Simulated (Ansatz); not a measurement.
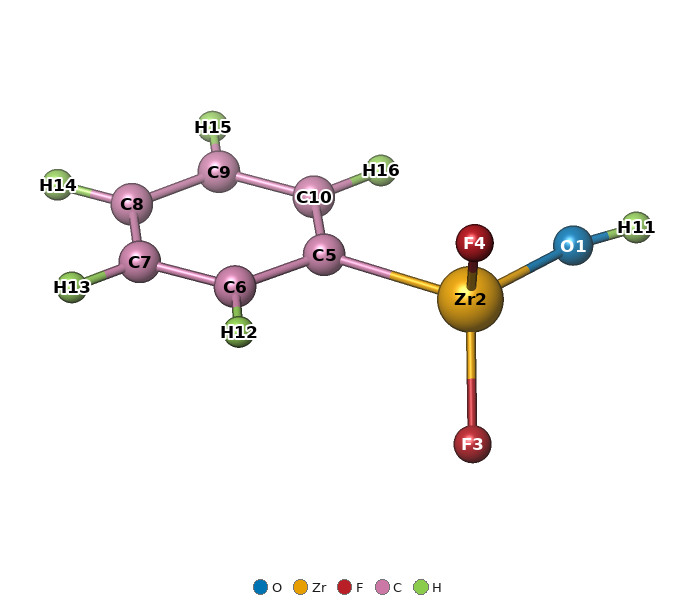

Distant atoms are faded towards the background colour. The species is neutral and a spin singlet. The geometry was computed by an optimisation with PBE0-D4/def2-TZVP. No frequency run is at hand to confirm it as a minimum.

Question: What is the conformation of the ring C5–C6–C7–C8–C9–C10?

Answer: It is planar. The Cremer–Pople amplitude Q is 0.00 Å.

Question: Give the torsion angles round the ring, beginning with the bond from its second to its third atom.

Answer: 0°, 0°, 0°, 0°, 0°, 0°.
